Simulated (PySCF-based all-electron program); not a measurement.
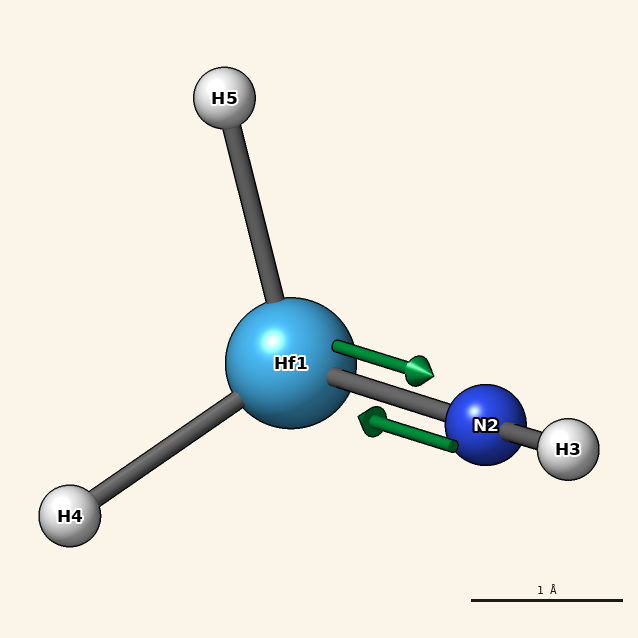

Arrows show the forces on the atoms, 0.2 Å of arrow for 1 eV/Å; forces under a tenth of the largest aren't drawn. The species is neutral and a spin singlet. Level of theory: PBE, all-electron, scalar-relativistic (Koelling-Harmon), large uncontracted Gaussian sets (PySCF-based all-electron program).

Question: Along which bond is the force strongest?

Answer: Hf1–N2, now 1.979 Å: the forces pull its atoms together, so a first step downhill shortens it.

List the force components in the frame of the picture (x right, y up, z towards the viewer), in eV/Å.

| atom | Fx | Fy | Fz |
| --- | --- | --- | --- |
| Hf1 | 3.25 | −1.01 | 4.01 |
| N2 | −3.20 | 1.00 | −3.85 |
| H3 | −0.06 | 0.02 | 0.03 |
| H4 | 0.05 | 0.10 | −0.10 |
| H5 | −0.03 | −0.11 | −0.09 |
